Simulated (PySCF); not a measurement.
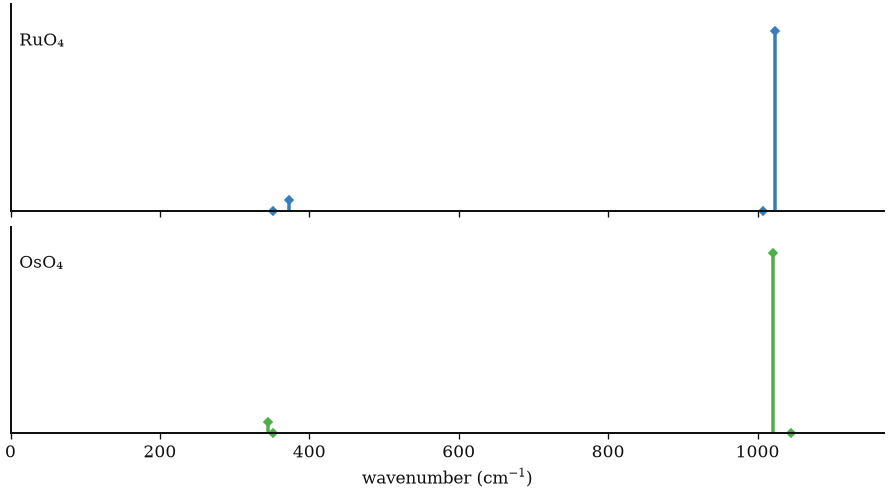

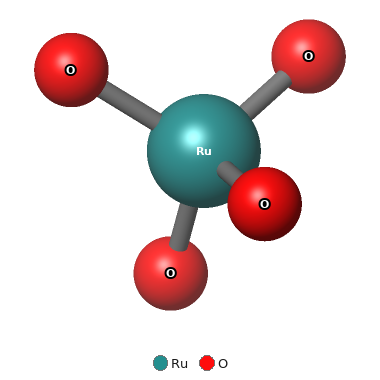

Harmonic infrared lines of RuO₄ and OsO₄, all Td singlets, each the lowest point that its search found (RuO₄ is drawn); the central atom changes down one group of the periodic table. PBE0/def2-SVP (core potentials past Kr), PySCF, unscaled, no spin-orbit coupling; each panel is scaled to its strongest line, degenerate modes are one line with their intensities summed, and dots on the axis are modes too weak to show or inactive.

> How do the bond length and the stretches change along the series?

Mean bond length: RuO₄ 1.664, OsO₄ 1.693 Å, rising down the group. Highest t2 mode: RuO₄ 1023, OsO₄ 1020 cm⁻¹, nearly unchanged.

Caveats, for all or some of the runs: closed-shell stability not tested; double-zeta basis on some or all atoms; spin-orbit coupling is left out, and with Os it can shift these values.
